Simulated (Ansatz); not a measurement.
**r2SCAN/STO-3G run of BNH6 (SMILES [BH3-][NH3+])**

What is the energy change on altering one bond length of BNH6 at r2SCAN/STO-3G? 

Program for the calculation: Ansatz 0.2.0.

48 further runs of the same task are left out: 2 that didn't finish, 46 set aside as unsound or not needed.

## 1. Starting point

BNH6 has 8 atoms, charge 0, and is taken as a singlet. As SMILES, `[BH3-][NH3+]`. Geometry: relaxed at PBE0-D4/def2-TZVP.

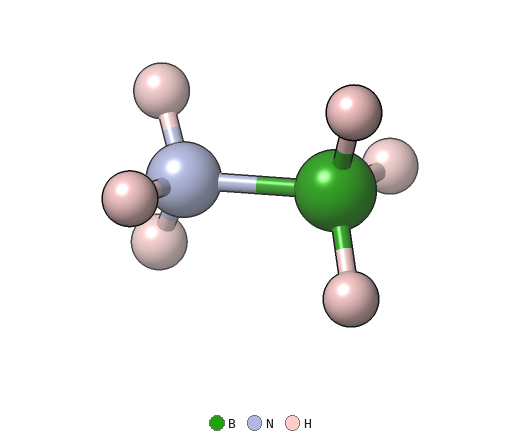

Viewed from a chosen angle; boron green, nitrogen light blue, hydrogen pink.

## 2. A single-point energy at r2SCAN/STO-3G

Input file job.yaml:

```yaml
crystal:
  periodic: [false, false, false]
  atoms:
    - {symbol: B, position_ang: [-0.191300, 0.250800, -0.775400]}
    - {symbol: N, position_ang: [0.206500, -0.255100, 0.731700]}
    - {symbol: H, position_ang: [-0.078200, -0.728400, -1.481000]}
    - {symbol: H, position_ang: [-1.332600, 0.649700, -0.687200]}
    - {symbol: H, position_ang: [0.604400, 1.126600, -1.038400]}
    - {symbol: H, position_ang: [0.140800, 0.507000, 1.398700]}
    - {symbol: H, position_ang: [1.156600, -0.611300, 0.755300]}
    - {symbol: H, position_ang: [-0.414000, -0.996500, 1.040500]}
basis:
  gaussian:
    orbitals: STO-3G
magnetization:
  spin_polarized: false
hamiltonian:
  xc: {name: r2SCAN}
accuracy: high
```

Command:

```console
$ ansatz run job.yaml --threads 1 --pin off --max-ram 2610MiB --events-out events.jsonl --progress --plain --runs-dir runs
```

Log:

```text
Warning: RAYON_NUM_THREADS=1 ignored (pool sized by the plan → 1); use --threads N
Functional definition: r2SCAN
  name "r2SCAN"
  parameter k0 = 0.174
  parameter k1 = 0.065
  parameter a1 = 4.9479
  exchange = r2scan_x(k0 = k0, k1 = k1, a1 = a1)
  correlation = r2scan_c
276 factors; integrals over basis functions are off by at most 8.0e-9 eV
mean field evaluation 1: about -2234.0292 eV, gradient 1.0e1 eV
mean field evaluation 2: about -2234.3664 eV, gradient 6.6e0 eV
mean field evaluation 4: about -2234.4872 eV, gradient 1.0e-1 eV
mean field evaluation 8: about -2234.4156 eV, gradient 8.4e-3 eV
mean field evaluation 16: about -2234.4156 eV, gradient 4.7e-8 eV
mean field -2234.41558274 eV, -82.1132581246 hartree, gradient 4.7e-8 eV, S^2 0.000000; 0 other end points of the search recorded, 0 dependent functions left out
reference -2234.41558317 eV, -82.1132581403 hartree; 9, 9 occupied and 7, 7 virtual orbitals, 276 factors
Total energy: -2234.41558317 eV, -82.1132581403 hartree
```

Wall time 2.3 s (1 thread of Arm Neoverse V1, shared host); peak memory 0.14 GiB.

## 3. The distorted shape, same level

Input file run.yaml:

```yaml
crystal:
  periodic: [false, false, false]
  atoms:
    - {symbol: B, position_ang: [-0.390225, 0.031850, -0.709650]}
    - {symbol: "N", position_ang: [0.007575, -0.474050, 0.797450]}
    - {symbol: H, position_ang: [-0.277125, -0.947350, -1.415250]}
    - {symbol: H, position_ang: [-1.531525, 0.430750, -0.621450]}
    - {symbol: H, position_ang: [0.604400, 1.126600, -1.038400]}
    - {symbol: H, position_ang: [-0.058125, 0.288050, 1.464450]}
    - {symbol: H, position_ang: [0.957675, -0.830250, 0.821050]}
    - {symbol: H, position_ang: [-0.612925, -1.215450, 1.106250]}
basis:
  gaussian: {orbitals: STO-3G}
hamiltonian: {xc: {name: r2SCAN}}
accuracy: high
```

Command:

```console
$ ansatz run run.yaml --threads 1 --pin off --max-ram 2610MiB --events-out events.jsonl --progress --plain --runs-dir runs
```

Log (excerpt; [...] marks lines left out):

```text
Warning: RAYON_NUM_THREADS=1 ignored (pool sized by the plan → 1); use --threads N
[... 7 set-up lines as earlier in the session ...]
276 factors; integrals over basis functions are off by at most 1.3e-8 eV
mean field evaluation 1: about -2232.9635 eV, gradient 1.0e1 eV
mean field evaluation 2: about -2233.2881 eV, gradient 6.8e0 eV
mean field evaluation 4: about -2233.4213 eV, gradient 5.1e-2 eV
mean field evaluation 8: about -2233.3312 eV, gradient 2.8e-2 eV
mean field evaluation 16: about -2233.3312 eV, gradient 4.2e-8 eV
mean field -2233.33122908 eV, -82.0734088623 hartree, gradient 4.2e-8 eV, S^2 0.000000; 0 other end points of the search recorded, 0 dependent functions left out
reference -2233.33122952 eV, -82.0734088784 hartree; 9, 9 occupied and 7, 7 virtual orbitals, 276 factors
Total energy: -2233.33122952 eV, -82.0734088784 hartree
```

Run time: 2.4 s. Hardware: 1 thread of Arm Neoverse V1, shared host; peak memory 0.14 GiB.

## 4. Results

Level: r2SCAN/STO-3G.

| quantity | value |
| --- | --- |
| first shape: total energy | -82.11326 Eh |
| distorted shape: total energy | -82.07341 Eh |
| energy change with the B1–H5 bond stretched from 1.212 to 1.515 Å | 1.084 eV |

**Reading.** With the B1–H5 bond stretched from 1.212 to 1.515 Å the energy rises by 1.08 eV (105 kJ/mol). The first shape isn't relaxed at this level, so the change isn't measured from a minimum. The minimal basis adds a large error of its own.
